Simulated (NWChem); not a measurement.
# C3H2ClO+ (SMILES [O+]#C/C=C/Cl) at 3 levels

We compute a comparison of 3 runs (HF/STO-3G, HF/3-21G, B3LYP/6-31G*) of C3H2ClO+. 

The calculation is run with NWChem 7.3.0.

### 1 The structure to begin with

C3H2ClO+ has 7 atoms, charge +1, and is taken as a singlet. SMILES: `[O+]#C/C=C/Cl`. The shape is that of a GFN2-xTB optimisation.

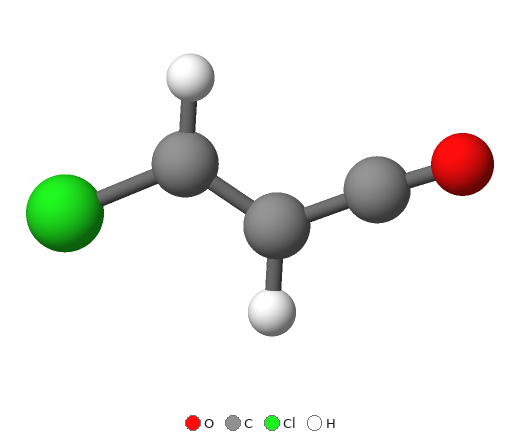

Viewed from a chosen angle; oxygen red, carbon grey, chlorine green, hydrogen white.

### 2 Energy and gradient at HF/STO-3G (run 1)

c3h2clo.xyz

```xyz
7
C3H2ClO hf
O      0.684980    -2.106820     1.279460
C      0.433520    -1.097080     0.853790
C      0.154380     0.144610     0.408780
C     -0.370980     0.458790    -0.825320
Cl    -0.688260     1.999340    -1.304830
H      0.382340     0.935180     1.124650
H     -0.595970    -0.334030    -1.536540
```

c3h2clo.nw

```
start c3h2clo
title "C3H2ClO hf"
memory stack 880 mb heap 220 mb global 1100 mb
charge 1

geometry noautosym nocenter noautoz
  load c3h2clo.xyz
end

basis spherical bse
  O library STO-3G
  C library STO-3G
  Cl library STO-3G
  H library STO-3G
end

scf
  thresh 1e-08
  maxiter 80
end

task scf gradient
```

The run is started by

```console
$ nwchem c3h2clo.nw > c3h2clo.out
```

Log:

```text
[...]
  functions       =    31
[...]
  wavefunction    = RHF
[...]
         Total SCF energy =   -641.484536209863
      One-electron energy =  -1225.136046258435
      Two-electron energy =    405.364948159610
 Nuclear repulsion energy =    178.286561888962
        Time for solution =      1.7s
[...]
                         RHF ENERGY GRADIENTS
    atom               coordinates                        gradient
                 x          y          z           x          y          z
   1 O       1.294425  -3.981313   2.417829   -0.018236   0.074211  -0.030472
   2 C       0.819234  -2.073181   1.613429    0.006866  -0.008871   0.015059
   3 C       0.291736   0.273273   0.772482    0.019551  -0.083611   0.032109
   4 C      -0.701051   0.866987  -1.559629   -0.024950   0.078422  -0.046098
   5 Cl     -1.300623   3.778205  -2.465771    0.013575  -0.067743   0.020164
   6 H       0.722518   1.767234   2.125280    0.000108   0.001422   0.000461
   7 H      -1.126220  -0.631225  -2.903640    0.003085   0.006171   0.008777
[...]
```

It took 2.7 s on 1 thread of Intel Xeon Platinum 8488C (Sapphire Rapids), shared host; peak memory 0.1 GiB.

### 3 Energy and gradient at HF/3-21G (run 2)

mymol.nw

```
echo
start mymol
title "C3H2ClO hf"
memory 2200 mb
charge 1
geometry noautosym nocenter noautoz
  O      0.684980    -2.106820     1.279460
  C      0.433520    -1.097080     0.853790
  C      0.154380     0.144610     0.408780
  C     -0.370980     0.458790    -0.825320
  Cl    -0.688260     1.999340    -1.304830
  H      0.382340     0.935180     1.124650
  H     -0.595970    -0.334030    -1.536540
end
basis spherical bse
  * library 3-21G
end
scf
  thresh 1e-08
  maxiter 80
end
task scf gradient
```

The run is started by

```console
$ nwchem mymol.nw > mymol.out
```

Log:

```text
[...]
  functions       =    53
[...]
  wavefunction    = RHF
[...]
         Total SCF energy =   -645.525957158391
      One-electron energy =  -1230.286524376468
      Two-electron energy =    406.474005329116
 Nuclear repulsion energy =    178.286561888962
        Time for solution =      2.1s
[...]
                         RHF ENERGY GRADIENTS
    atom               coordinates                        gradient
                 x          y          z           x          y          z
   1 O       1.294425  -3.981313   2.417829    0.002117  -0.005913   0.004356
   2 C       0.819234  -2.073181   1.613429   -0.003907   0.026197  -0.005034
   3 C       0.291736   0.273273   0.772482    0.012840  -0.045258   0.023146
   4 C      -0.701051   0.866987  -1.559629   -0.021392   0.078421  -0.037324
   5 Cl     -1.300623   3.778205  -2.465771    0.009914  -0.049963   0.014630
   6 H       0.722518   1.767234   2.125280    0.001904   0.006411   0.005864
   7 H      -1.126220  -0.631225  -2.903640   -0.001477  -0.009895  -0.005637
[...]
```

It took 3.3 s on 1 thread of Intel Xeon Platinum 8488C (Sapphire Rapids), shared host; peak memory 0.1 GiB.

### 4 Energy and forces at B3LYP/6-31G(d) (Cartesian functions) (run 3)

mol.nw

```
start mol
title "C3H2ClO B3LYP"
memory total 2200 mb
charge 1

geometry units angstrom noautosym nocenter noautoz
   O        0.684980      -2.106820       1.279460
   C        0.433520      -1.097080       0.853790
   C        0.154380       0.144610       0.408780
   C       -0.370980       0.458790      -0.825320
   Cl      -0.688260       1.999340      -1.304830
   H        0.382340       0.935180       1.124650
   H       -0.595970      -0.334030      -1.536540
end

basis "ao basis"
   * library 6-31G*
end

dft
   xc b3lyp
   grid xfine
   convergence energy 1e-08
   iterations 100
   mulliken
end

task dft gradient
```

The run is started by

```console
$ nwchem mol.nw > mol.out
```

Log:

```text
[...]
          Wavefunction type:  closed shell.
          No. of atoms     :     7
          No. of electrons :    44
[...]
          Charge           :     1
          Spin multiplicity:     1
[...]
          AO basis - number of functions:    83
[...]
              XC Information
              --------------
                         B3LYP Method XC Potential
                     Hartree-Fock (Exact) Exchange  0.200
                        Slater Exchange Functional  0.800 local
                    Becke 1988 Exchange Functional  0.720 non-local
              Lee-Yang-Parr Correlation Functional  0.810
                  VWN I RPA Correlation Functional  0.190 local
[...]
 d= 0,ls=0.0,diis     1   -650.4180297301 -8.29D+02  3.02D-02  2.09D+00     4.0
[...]
 d= 0,ls=0.0,diis    12   -650.6024457792 -2.91D-10  2.88D-07  7.04D-10    32.9
         Total DFT energy =     -650.602445779215
      One electron energy =    -1235.594783837173
           Coulomb energy =      460.169743633561
    Exchange-Corr. energy =      -53.463967464566
 Nuclear repulsion energy =      178.286561888962
[...]
      Total Density - Mulliken Population Analysis
     ---------------------------------------------
    Atom       Charge   Shell Charges
 -----------   ------   -------------------------------------------------------
    1 O    8     8.16   1.99  0.94  2.83  1.02  1.36  0.01
    2 C    6     5.43   1.99  0.78  1.90  0.34  0.39  0.02
    3 C    6     6.15   1.99  0.70  2.16  0.43  0.86  0.01
    4 C    6     6.16   1.99  0.74  1.97  0.61  0.83  0.03
    5 Cl  17    16.70   2.00  1.99  5.97  1.50  3.59  0.49  1.16 -0.00
    6 H    1     0.69   0.50  0.19
    7 H    1     0.71   0.51  0.20
[...]
  wavefunction    = closed shell
                         DFT ENERGY GRADIENTS
    atom               coordinates                        gradient
                 x          y          z           x          y          z
   1 O       1.294425  -3.981313   2.417829   -0.007387   0.030242  -0.012214
   2 C       0.819234  -2.073181   1.613429    0.003909  -0.003579   0.008715
   3 C       0.291736   0.273273   0.772482    0.005187  -0.036807   0.005777
   4 C      -0.701051   0.866987  -1.559629   -0.004734   0.024647  -0.006804
   5 Cl     -1.300623   3.778205  -2.465771    0.002613  -0.012599   0.003972
   6 H       0.722518   1.767234   2.125280   -0.000771  -0.000187  -0.001988
   7 H      -1.126220  -0.631225  -2.903640    0.001182  -0.001717   0.002541
[...]
```

It took 39 s on 1 thread of Intel Xeon Platinum 8488C (Sapphire Rapids), shared host; peak memory 0.14 GiB.

### 5 All runs side by side

| run | level | Cartesian functions | iteration cap | energy (Eh) | HOMO energy (eV) | LUMO energy (eV) | HOMO–LUMO gap (eV) | wall time |
| --- | --- | --- | --- | --- | --- | --- | --- | --- |
| 1 | HF/STO-3G | no | 80 | -641.484536 | -16.02 | -3.61 | 12.42 | 2.7 s |
| 2 | HF/3-21G | no | 80 | -645.525957 | -17.15 | -5.40 | 11.74 | 3.3 s |
| 3 | B3LYP/6-31G* (Cartesian functions) | yes | 100 | -650.602446 | -14.16 | -9.03 | 5.14 | 39 s |

### 6 What came out

| quantity | value |
| --- | --- |
| run 3: total energy | -650.60245 Eh |
| run 3: HOMO energy | -14.16 eV |
| run 3: LUMO energy | -9.03 eV |
| run 3: HOMO–LUMO gap | 5.14 eV |
| run 3: largest force on an atom | 1.934 eV/Å |

**Reading.** The HOMO–LUMO gap runs from 5.14 eV (B3LYP/6-31G*) to 12.42 eV (HF/STO-3G). The two ends differ in method and basis. In run 1 the basis is minimal, so the values are rough. All runs together took 45 s, the longest 39 s.
